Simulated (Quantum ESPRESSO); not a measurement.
## Effort and miss along a sweep of ecutwfc: HfMg14Nb (Amm2, 16 atoms in the cell)

Cell: a = 9.9697 Å, b = 6.2884 Å, c = 6.2884 Å, α = 57.37°, β = 90.00°, γ = 90.00°.

Level of theory: LDA (PZ), GBRV 1.5 ultrasoft (LDA) pseudopotentials (plane waves; Quantum ESPRESSO).

Base settings: ecutwfc = 40 Ry; ecutrho = 320 Ry; occupations = smearing; smearing = gaussian; degauss = 0.0073499 Ry; potentials = {Mg: mg_lda_v1.4.uspp.F.UPF, Hf: hf_lda_v1.uspp.F.UPF, Nb: nb_lda_v1.uspp.F.UPF}; K_POINTS = automatic 2 4 4 0 0 0; conv_thr = 1e-09 Ry.

Misses are taken against the tightest run, 40 Ry, which need not be fully converged itself. The energy is the free energy per atom.

The count of work is k-points × plane waves × bands × iterations; it is no time, and leaves out set-up, grids and terms that scale otherwise. Core times come from one kind of shared machine and are given to one figure; runs under 30 s give none.

The starting cell comes from a database of computed structures (which also holds hypothetical and non-ambient phases and stackings), without a prior relaxation at this level. Its lattice was rescaled by a random factor within 2.5 % of one. Spin polarisation is off.

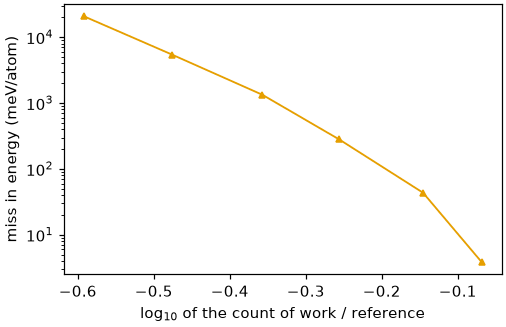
Figure: Miss against the count of work; the reference run is not drawn, and misses under 0.1 meV/atom are drawn there.

```tsv
ecutwfc	energy less reference (meV/atom)	pressure less reference (GPa)	largest difference in the force on any atom (eV/Å)	count of work / reference	core time / reference (rough)
16 Ry (ecutrho: 320 Ry → 128 Ry)	20940.93	-577.95	0.097	0.26	0.3
20 Ry (ecutrho: 320 Ry → 160 Ry)	5471.23	-192.79	0.019	0.33	0.4
24 Ry (ecutrho: 320 Ry → 192 Ry)	1338.89	-60.66	0.014	0.44	0.4
28 Ry (ecutrho: 320 Ry → 224 Ry)	281.46	-16.99	0.003	0.55	0.5
32 Ry (ecutrho: 320 Ry → 256 Ry)	43.55	-3.70	0.001	0.72	0.7
36 Ry (ecutrho: 320 Ry → 288 Ry)	3.86	-0.44	0.000	0.85	0.8
40 Ry	0.00	0.00	0.000	1.0	1
```

The last two settings still differ by 3.9 meV/atom, so the table cannot show that the reference is converged.

Coarsest setting among those run that, with all tighter ones, holds the energy within 20 meV/atom of the reference: 36 Ry (ecutrho: 320 Ry → 288 Ry), off by 3.9 meV/atom; its saving against the reference is no more than about a factor of 2 in the count of work.

Smallest miss in the energy for at most 0.5 times the reference's count of work: 24 Ry (ecutrho: 320 Ry → 192 Ry), with a miss of 1300 meV/atom at a count of 0.44.

The step from 16 Ry (ecutrho: 320 Ry → 128 Ry) to 36 Ry (ecutrho: 320 Ry → 288 Ry): it takes the miss in the energy from 21000 to 3.9 meV/atom, for 3.3 times the count of work and roughly 3 times the time.
